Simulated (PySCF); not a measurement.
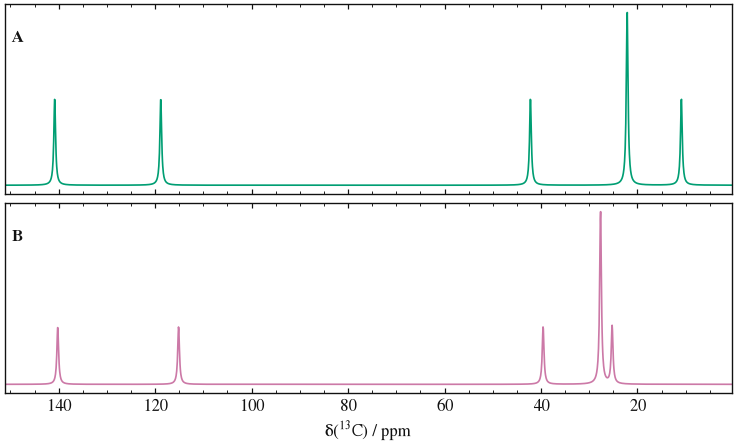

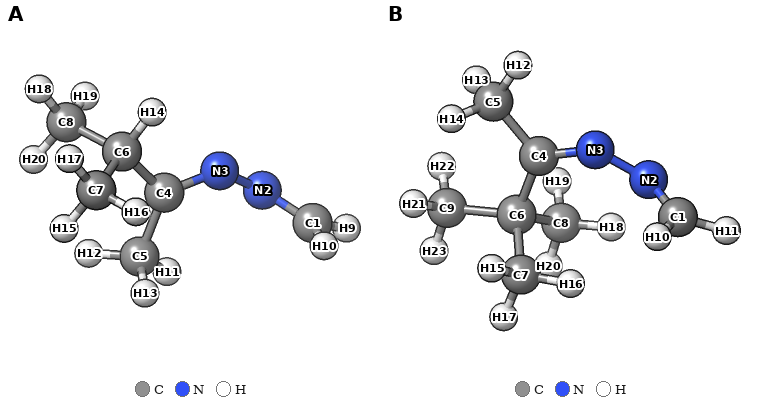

Related molecules: A is C₆H₁₂N₂, SMILES C=N/N=C(\C)C(C)C; B is C₇H₁₄N₂, SMILES C=N/N=C(/C)C(C)(C)C. GIAO ¹³C shifts against TMS, PBE0/pcSseg-1 with PySCF 2.14.0, at a GFN2-xTB geometry (no frequency check); fully decoupled, line heights follow the number of nuclei within a panel, widths are arbitrary (no quadrupolar broadening); values of one conformer, averaged over nuclei that symmetry, rotation about single bonds or inversion at nitrogen exchange, these motions taken as fast; other conformers aren't averaged in.

**Assign the ¹³C signals of each molecule.**

A: 140.8 (C4); 118.8 (C1); 42.2 (C6); 22.1 (C7, C8); 10.9 (C5)
B: 140.2 (C4); 115.1 (C1); 39.6 (C6); 27.7 (C7, C8, C9); 25.2 (C5)

Caveats, for all or some of the runs: the tight-binding geometry is rougher than a DFT one and adds to the error.
